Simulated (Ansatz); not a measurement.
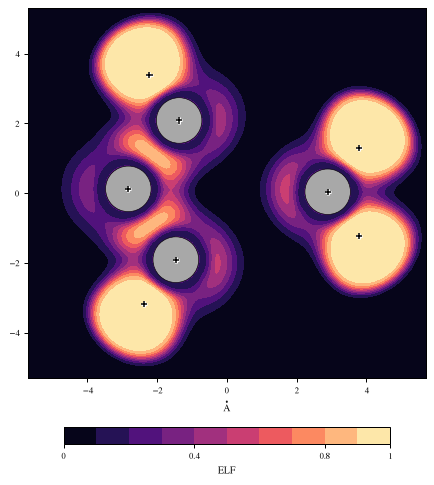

The electron localisation function on a plane through atoms (crosses mark nuclei in the plane; grey discs cover the cores).

All numbers below come from RKS PBE0-D4/def2-TZVP in Ansatz 0.2.0.

Candidates:
A. Al₈As₇H₂₂ (charge −1)
B. Ge₉H₁₄O

Which candidate gave the map?

Answer. Candidate B: Ge₉H₁₄O on the plane of atoms Ge2, Ge6 and H21, which holds Ge and H. Ge–Ge (2.44 Å): the ELF peaks at about 0.85 between the atoms (localised, covalent bonding). Ge–H (1.55 Å): the ELF climbs to about 1 towards the hydrogen.
